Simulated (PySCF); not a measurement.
# C4H5BSi: electronic excitations and core binding energies

Wanted: the electronic excitations and core binding energies of C4H5BSi (`C#CBC#C[SiH3]`), by calculation.

The runs use PySCF 2.14.0, with density-fitted response routines of our own; the level of theory stands in each step. All values are computed, except where a source is named. Atoms are numbered from 0 throughout.

**1. Starting geometry**

11 atoms, charge 0, multiplicity 1; geometry from: GFN2-xTB.

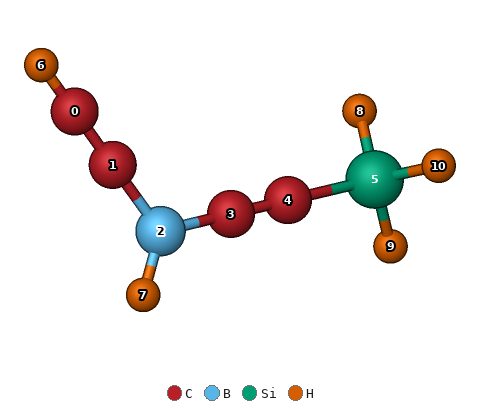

The starting geometry (carbon red, boron blue, silicon teal, hydrogen orange), atoms numbered.

**2. TDDFT and polarisability: CAM-B3LYP/def2-SVPD**

What the job is given:

```
{"job": {"kind": "uv", "xc": "CAM-B3LYP", "basis": "def2-SVPD", "nstates": 8, "ntriplets": 3}, "charge": 0, "multiplicity": 1}
C     -3.507525    -0.265815    -0.622320
C     -2.478732    -0.772760    -0.250002
B     -1.190504    -1.396722     0.213978
C      0.061866    -0.566021     0.194026
C      1.074564     0.105770     0.177863
Si     2.618317     1.119935     0.157202
H     -4.407550     0.172500    -0.946139
H     -1.165505    -2.509569     0.583664
H      2.561368     2.026725    -0.992421
H      3.767129     0.216548     0.044360
H      2.671996     1.872080     1.413826
```

With the program's defaults for keys left out, this is: TDDFT CAM-B3LYP/def2-SVPD, vertical, gas phase, core orbitals frozen in the response.

On the command line:

```sh
OMP_NUM_THREADS=1 python probes_run.py task.json out
```

The driver reads the jobs from task.json and runs them one after another.

The log of the run:

```text
coarse grid: 10160 points
cycle   1  E = -469.2078665104  dE =  5.673e-01  |g| = 3.564e-01  |ddm| = 1.452e+01
cycle   2  E = -469.2230586482  dE = -1.519e-02  |g| = 3.008e-01  |ddm| = 2.129e+00
cycle   3  E = -469.2449127046  dE = -2.185e-02  |g| = 1.090e-01  |ddm| = 9.088e-01
cycle   4  E = -469.2475347918  dE = -2.622e-03  |g| = 4.131e-02  |ddm| = 2.143e-01
cycle   5  E = -469.2479881426  dE = -4.534e-04  |g| = 7.775e-03  |ddm| = 1.204e-01
cycle   6  E = -469.2480032307  dE = -1.509e-05  |g| = 3.633e-03  |ddm| = 2.123e-02
cycle   7  E = -469.2480069014  dE = -3.671e-06  |g| = 7.271e-04  |ddm| = 9.253e-03
final grid: 94832 points
cycle   8  E = -469.3261865776  dE = -1.855e-05  |g| = 1.775e-03  |ddm| = 1.648e-01
cycle   9  E = -469.3261868012  dE = -2.236e-07  |g| = 1.702e-03  |ddm| = 2.065e-02
cycle  10  E = -469.3261875188  dE = -7.177e-07  |g| = 4.043e-04  |ddm| = 4.045e-03
cycle  11  E = -469.3261875593  dE = -4.049e-08  |g| = 1.357e-04  |ddm| = 7.370e-04
cycle  12  E = -469.3261875656  dE = -6.279e-09  |g| = 2.207e-05  |ddm| = 3.803e-04
cycle  13  E = -469.3261875660  dE = -4.409e-10  |g| = 1.384e-05  |ddm| = 1.455e-04
converged SCF energy = -469.3261875660

Static polarisability (au): isotropic 90.726, principal 59.591 76.252 136.335

Singlet excitations
state   eV       nm        f      main configurations
  1   3.8659    320.7   0.00018   H->L 0.94
  2   4.0757    304.2   0.00032   H-2->L 0.94
  3   4.8750    254.3   0.25515   H-1->L 0.86
  4   5.7365    216.1   0.03032   H-3->L 0.76
  5   6.5199    190.2   0.00031   H-1->L+1 0.43, H-1->L+2 0.33
  6   6.9180    179.2   0.00639   H-6->L 0.32, H-7->L 0.29, H->L+4 0.13
  7   7.2351    171.4   0.00175   H-1->L+6 0.27, H-3->L+1 0.14, H-3->L+6 0.14
  8   7.2708    170.5   0.65686   H->L+1 0.39, H->L+2 0.17, H-1->L+4 0.14

Triplet excitations (Tamm-Dancoff, eV): 3.5724 3.5989 3.7952
```

It took 43 s on 1 thread of Arm Neoverse N1, shared host; peak memory 0.72 GiB.

The orbitals next to the gap, with their largest atomic shares:

| orbital | eV | atoms |
| --- | --- | --- |
| HOMO−3 | -10.59 | C1 28 %, C0 23 %, C3 14 % |
| HOMO−2 | -9.64 | C0 42 %, C1 38 %, B2 9 % |
| HOMO−1 | -9.61 | C3 26 %, C4 25 %, C1 17 % |
| HOMO | -9.40 | C4 40 %, C3 35 %, Si5 7 % |
| LUMO | -1.67 | B2 31 %, C4 15 %, C3 15 % |
| LUMO+1 | 0.92 | B2 23 %, Si5 22 %, C4 15 % |
| LUMO+2 | 1.06 | Si5 35 %, C4 18 %, C3 14 % |

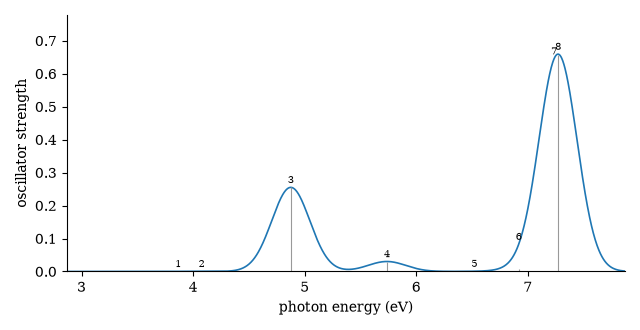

Absorption spectrum from the 8 singlet states computed; above the last one it falls off for lack of states. Lines are broadened to a width of 0.40 eV (Gaussian).

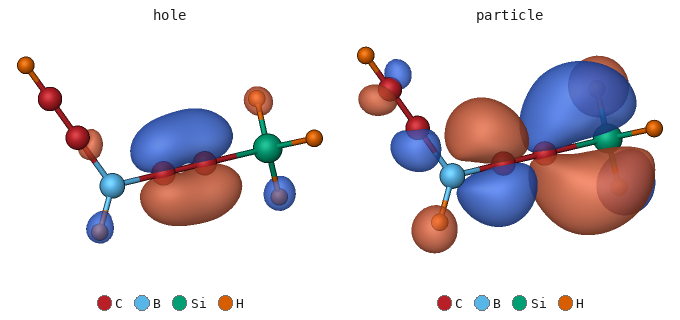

Leading natural transition orbitals of singlet state 8: the electron leaves the hole (left) for the particle orbital (right).

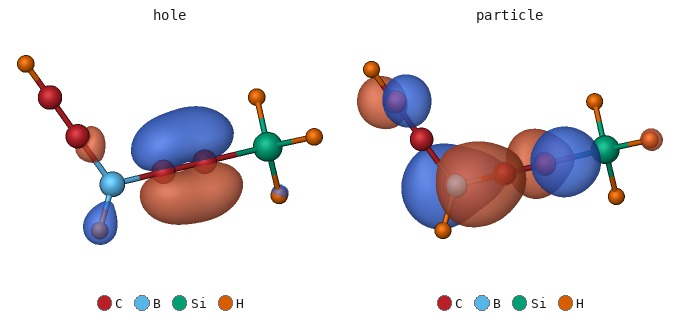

Leading natural transition orbitals of singlet state 1: the electron leaves the hole (left) for the particle orbital (right).

Ground-state properties from the same run:

| property | computed |
| --- | --- |
| dipole moment (D) | 0.90 |
| polarisability (Å³) | 13.44 |
| HOMO–LUMO gap (eV) | 7.72 |
| −ε(HOMO) (eV) | 9.40 |

Orbitals, density, ELF and potential are computed afterwards from the orbital file.

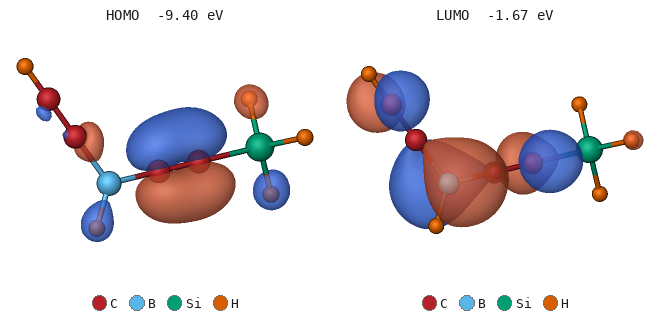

CAM-B3LYP/def2-SVPD orbitals near the gap, drawn at the value that encloses 70 % of each; the two colours are the two signs.

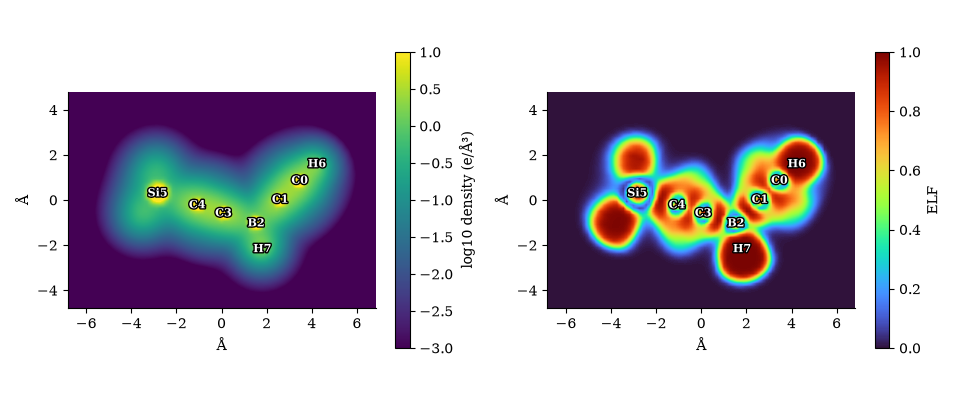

Density (left) and ELF (right) in a plane through or near 8 of the atoms.

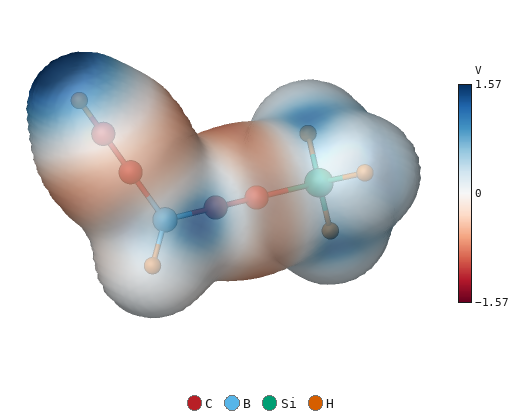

The potential that a unit positive charge feels on the 0.002 e/bohr³ surface, from -0.71 V near C1 to 1.57 V near H6.

**3. Core holes by ΔSCF: SCAN, X2C**

Settings changed since step 2:

```diff
@@ -1,2 +1,2 @@
-{"job": {"kind": "uv", "xc": "CAM-B3LYP", "basis": "def2-SVPD", "nstates": 8, "ntriplets": 3}, "charge": 0, "multiplicity": 1}
+{"job": {"kind": "xps"}, "charge": 0, "multiplicity": 1}
 C     -3.507525    -0.265815    -0.622320
```

With the program's defaults for keys left out, this is: delta-SCF UKS SCAN, pcX-2 on the ionised atom, pcseg-1 elsewhere, spin-free X2C.

The log of the run:

```text
ground state, core basis on atom 0 (C), 144 functions
  cycle   1  E = -470.07025609  |g| = 4.89e-01
  cycle   2  E = -469.99844986  |g| = 6.71e-01
  cycle   3  E = -470.11422045  |g| = 2.97e-01
  cycle   4  E = -470.13765469  |g| = 5.91e-02
  cycle   5  E = -470.13848430  |g| = 2.82e-02
  cycle   6  E = -470.13868698  |g| = 1.30e-02
  cycle   7  E = -470.13873091  |g| = 3.65e-03
  cycle   8  E = -470.13873470  |g| = 1.10e-03
  cycle   9  E = -470.13873554  |g| = 2.51e-04
  E(ground) = -470.17633222 Eh
hole in C 1s of atom 0
  cycle   1  E = -458.87639125  |g| = 1.50e+00
  cycle   2  E = -454.51066733  |g| = 2.50e+00
  cycle   3  E = -456.82884962  |g| = 1.78e+00
  cycle   4  E = -459.40651060  |g| = 2.91e-01
  cycle   5  E = -459.34118671  |g| = 4.98e-01
  cycle   6  E = -459.45951453  |g| = 8.28e-02
  cycle   7  E = -459.46271287  |g| = 4.28e-02
  cycle   8  E = -459.46375356  |g| = 2.84e-02
  cycle   9  E = -459.46427023  |g| = 1.19e-02
  cycle  10  E = -459.46450769  |g| = 7.14e-03
  cycle  11  E = -459.46463186  |g| = 4.67e-03
  cycle  12  E = -459.46467138  |g| = 1.69e-03
  cycle  13  E = -459.46467862  |g| = 9.01e-04
  cycle  14  E = -459.46468103  |g| = 5.82e-04
  cycle  15  E = -459.46468204  |g| = 3.62e-04
  E(ion) = -459.50132373 Eh   <S^2> = 0.8620   hole on atom = 1.000   binding energy = 290.482 eV
ground state, core basis on atom 1 (C), 144 functions
  cycle   1  E = -470.13860580  |g| = 6.62e-02
  cycle   2  E = -470.13624554  |g| = 9.97e-02
  cycle   3  E = -470.13827407  |g| = 4.84e-02
  cycle   4  E = -470.13883605  |g| = 1.90e-02
  cycle   5  E = -470.13893813  |g| = 3.22e-03
  cycle   6  E = -470.13894064  |g| = 4.86e-04
  E(ground) = -470.17670408 Eh
hole in C 1s of atom 1
  cycle   1  E = -458.89552201  |g| = 1.51e+00
  cycle   2  E = -453.19715972  |g| = 2.71e+00
  cycle   3  E = -457.68665315  |g| = 1.46e+00
  cycle   4  E = -459.40329797  |g| = 3.29e-01
  cycle   5  E = -459.31670971  |g| = 5.24e-01
  cycle   6  E = -459.45128533  |g| = 1.63e-01
  cycle   7  E = -459.46742652  |g| = 3.90e-02
  cycle   8  E = -459.46838575  |g| = 1.88e-02
  cycle   9  E = -459.46875666  |g| = 8.55e-03
  cycle  10  E = -459.46900812  |g| = 5.78e-03
  cycle  11  E = -459.46908915  |g| = 5.96e-03
  cycle  12  E = -459.46913268  |g| = 2.29e-03
  cycle  13  E = -459.46914104  |g| = 9.92e-04
  cycle  14  E = -459.46914484  |g| = 5.63e-04
  cycle  15  E = -459.46914559  |g| = 3.74e-04
  E(ion) = -459.50524812 Eh   <S^2> = 0.8673   hole on atom = 1.000   binding energy = 290.385 eV
ground state, core basis on atom 2 (B), 144 functions
  cycle   1  E = -470.12769546  |g| = 5.48e-02
  cycle   2  E = -470.12535290  |g| = 9.62e-02
  cycle   3  E = -470.12755865  |g| = 4.09e-02
  cycle   4  E = -470.12798093  |g| = 1.27e-02
  cycle   5  E = -470.12801906  |g| = 5.02e-03
  cycle   6  E = -470.12802643  |g| = 9.07e-04
  cycle   7  E = -470.12802523  |g| = 1.45e-04
  E(ground) = -470.16540262 Eh
hole in B 1s of atom 2
  cycle   1  E = -462.49558374  |g| = 1.17e+00
  cycle   2  E = -459.98151063  |g| = 2.10e+00
  cycle   3  E = -462.46302516  |g| = 8.06e-01
  cycle   4  E = -462.76770741  |g| = 5.20e-01
  cycle   5  E = -462.88581507  |g| = 1.96e-01
  cycle   6  E = -462.92224177  |g| = 4.72e-02
  cycle   7  E = -462.92270659  |g| = 4.59e-02
  cycle   8  E = -462.92353396  |g| = 3.03e-02
  cycle   9  E = -462.92429187  |g| = 1.36e-02
  cycle  10  E = -462.92449349  |g| = 8.67e-03
  cycle  11  E = -462.92460471  |g| = 4.82e-03
  cycle  12  E = -462.92465658  |g| = 3.19e-03
  cycle  13  E = -462.92467712  |g| = 1.66e-03
  cycle  14  E = -462.92468233  |g| = 9.65e-04
  cycle  15  E = -462.92468597  |g| = 6.78e-04
  cycle  16  E = -462.92468669  |g| = 5.68e-04
  cycle  17  E = -462.92468789  |g| = 1.96e-04
  E(ion) = -462.96304857 Eh   <S^2> = 0.9103   hole on atom = 1.000   binding energy = 195.986 eV
ground state, core basis on atom 3 (C), 144 functions
  cycle   1  E = -470.13847165  |g| = 6.01e-02
  cycle   2  E = -470.13729759  |g| = 6.90e-02
  cycle   3  E = -470.13750790  |g| = 6.32e-02
  cycle   4  E = -470.13859821  |g| = 1.00e-02
  cycle   5  E = -470.13862454  |g| = 2.56e-03
  cycle   6  E = -470.13862573  |g| = 3.74e-04
  E(ground) = -470.17625305 Eh
hole in C 1s of atom 3
  cycle   1  E = -458.89628955  |g| = 1.51e+00
  cycle   2  E = -456.79138037  |g| = 2.34e+00
  cycle   3  E = -459.23283527  |g| = 6.12e-01
  cycle   4  E = -459.18826986  |g| = 6.43e-01
  cycle   5  E = -459.45455846  |g| = 2.14e-01
  cycle   6  E = -459.48167078  |g| = 3.65e-02
  cycle   7  E = -459.48195271  |g| = 3.96e-02
  cycle   8  E = -459.48289515  |g| = 1.33e-02
  cycle   9  E = -459.48305101  |g| = 8.72e-03
  cycle  10  E = -459.48320400  |g| = 3.91e-03
  cycle  11  E = -459.48326178  |g| = 1.89e-03
  cycle  12  E = -459.48326947  |g| = 8.95e-04
  cycle  13  E = -459.48327073  |g| = 4.77e-04
  E(ion) = -459.51921534 Eh   <S^2> = 0.8495   hole on atom = 1.000   binding energy = 289.993 eV
ground state, core basis on atom 4 (C), 144 functions
  cycle   1  E = -470.13856263  |g| = 6.48e-02
  cycle   2  E = -470.13647883  |g| = 9.37e-02
  cycle   3  E = -470.13796942  |g| = 5.54e-02
  cycle   4  E = -470.13877260  |g| = 1.51e-02
  cycle   5  E = -470.13883454  |g| = 3.95e-03
  cycle   6  E = -470.13883939  |g| = 8.14e-04
  cycle   7  E = -470.13883747  |g| = 1.35e-04
  E(ground) = -470.17614654 Eh
hole in C 1s of atom 4
  cycle   1  E = -458.88730449  |g| = 1.51e+00
  cycle   2  E = -453.70455200  |g| = 2.72e+00
  cycle   3  E = -454.84555444  |g| = 2.19e+00
  cycle   4  E = -459.38036174  |g| = 4.24e-01
  cycle   5  E = -459.16758442  |g| = 7.95e-01
  cycle   6  E = -459.47830723  |g| = 9.30e-02
  cycle   7  E = -459.47758098  |g| = 9.97e-02
  cycle   8  E = -459.48302020  |g| = 2.96e-02
  cycle   9  E = -459.48368118  |g| = 1.05e-02
  cycle  10  E = -459.48393128  |g| = 6.24e-03
  cycle  11  E = -459.48405226  |g| = 3.51e-03
  cycle  12  E = -459.48407832  |g| = 1.10e-03
  cycle  13  E = -459.48408000  |g| = 6.60e-04
  cycle  14  E = -459.48408148  |g| = 3.29e-04
  E(ion) = -459.51992123 Eh   <S^2> = 0.8584   hole on atom = 1.000   binding energy = 289.971 eV
ground state, core basis on atom 5 (Si), 155 functions
  cycle   1  E = -470.22831080  |g| = 2.88e-01
  cycle   2  E = -470.22691640  |g| = 8.26e-02
  cycle   3  E = -470.21618776  |g| = 2.09e-01
  cycle   4  E = -470.22853243  |g| = 2.03e-02
  cycle   5  E = -470.22856804  |g| = 1.42e-02
  cycle   6  E = -470.22862455  |g| = 9.01e-04
  cycle   7  E = -470.22862416  |g| = 2.43e-04
  E(ground) = -470.22381838 Eh
hole in Si 1s of atom 5
  cycle   1  E = -401.28553078  |g| = 4.35e+00
  cycle   2  E = -396.55528098  |g| = 3.15e+00
  cycle   3  E = -369.54700265  |g| = 4.43e+00
  cycle   4  E = -402.04417850  |g| = 6.52e-01
  cycle   5  E = -402.11546560  |g| = 5.97e-01
  cycle   6  E = -402.28334379  |g| = 3.15e-01
  cycle   7  E = -402.32989054  |g| = 1.48e-01
  cycle   8  E = -402.34050759  |g| = 6.91e-02
  cycle   9  E = -402.34290348  |g| = 1.81e-02
  cycle  10  E = -402.34309191  |g| = 4.22e-03
  cycle  11  E = -402.34310346  |g| = 1.45e-03
  cycle  12  E = -402.34310533  |g| = 4.64e-04
  E(ion) = -402.34676799 Eh   <S^2> = 0.7523   hole on atom = 1.000   binding energy = 1847.029 eV
hole in Si 2p of atom 5
  cycle   1  E = -465.94326553  |g| = 1.23e+00
  cycle   2  E = -462.68056146  |g| = 2.11e+00
  cycle   3  E = -465.30896336  |g| = 1.06e+00
  cycle   4  E = -466.18171497  |g| = 3.98e-01
  cycle   5  E = -466.22137073  |g| = 2.86e-01
  cycle   6  E = -466.24576279  |g| = 1.87e-01
  cycle   7  E = -466.26678778  |g| = 4.35e-02
  cycle   8  E = -466.26771586  |g| = 1.83e-02
  cycle   9  E = -466.26790930  |g| = 3.04e-03
  cycle  10  E = -466.26791562  |g| = 1.17e-03
  cycle  11  E = -466.26791705  |g| = 5.05e-04
  cycle  12  E = -466.26791673  |g| = 2.98e-04
  E(ion) = -466.27417672 Eh   <S^2> = 0.7521   hole on atom = 1.002   binding energy = 107.475 eV
  2p3/2 = 107.251 eV   2p1/2 = 107.874 eV
```

It took 1.7 min on 1 thread of Arm Neoverse N1, shared host; peak memory 0.48 GiB.

The holes in one table. −ε is the ground-state orbital energy:

| hole | stands for | environment | ΔSCF (eV; 2p as the shell's mean) | −ε (eV) | ⟨S²⟩ |
| --- | --- | --- | --- | --- | --- |
| C1s on C0 | C0 | terminal alkyne carbon | 290.48 (doubtful) | 274.1 | 0.862 |
| C1s on C1 | C1 | alkyne carbon | 290.39 (doubtful) | 273.6 | 0.867 |
| B1s on B2 | B2 | boron bonded to 2 C, H | 195.99 (doubtful) | 180.8 | 0.910 |
| C1s on C3 | C3 | alkyne carbon | 289.99 | 273.6 | 0.849 |
| C1s on C4 | C4 | alkyne carbon | 289.97 (doubtful) | 273.8 | 0.858 |
| Si1s on Si5 | Si5 | silicon bonded to C, 3 H | 1847.03 | 1793.8 | 0.752 |
| Si2p on Si5 | Si5 | silicon bonded to C, 3 H | 107.46 | 96.7 | 0.752 |

Doubtful: the ion did not converge, its hole moved, or its ⟨S²⟩ is well above 0.75.

With the spin-orbit splitting: Si5 2p3/2 107.25, 2p1/2 107.87 eV. The table gives each 2p level as the mean over the whole 2p shell (two parts 2p3/2, one part 2p1/2), which differs a little from the single hole in the log.

**4. What came out**

```
                                                    quantity                        value
                        lowest singlet (CAM-B3LYP/def2-SVPD)  3.87 eV (321 nm), f = 0.000
                    brightest single state of those computed  state 8, 7.27 eV, f = 0.657
                                              lowest triplet                      3.57 eV
                       surface potential, least and greatest           -0.71 V and 1.57 V
C1s binding energies, SCAN/pcX-2 (standing for 1 of 4 atoms)                 C3 289.99 eV
                           Si1s binding energies, SCAN/pcX-2               Si5 1847.03 eV
                           Si2p binding energies, SCAN/pcX-2                Si5 107.46 eV
```

**Reading.** The lowest singlet, at 3.87 eV, is HOMO→LUMO 0.94 and is dark; of the 8 states computed, the strongest absorption comes from state 8 at 7.27 eV (the last computed, so partners may be missing). The lowest triplet lies 0.29 eV below the lowest singlet (triplets in Tamm-Dancoff, singlets in full TDDFT). At CAM-B3LYP/def2-SVPD, counted by nearest atom on the grid, the HOMO lies on C3, C4 about 39 % each, the LUMO on B2 38 %; C4 19 %.
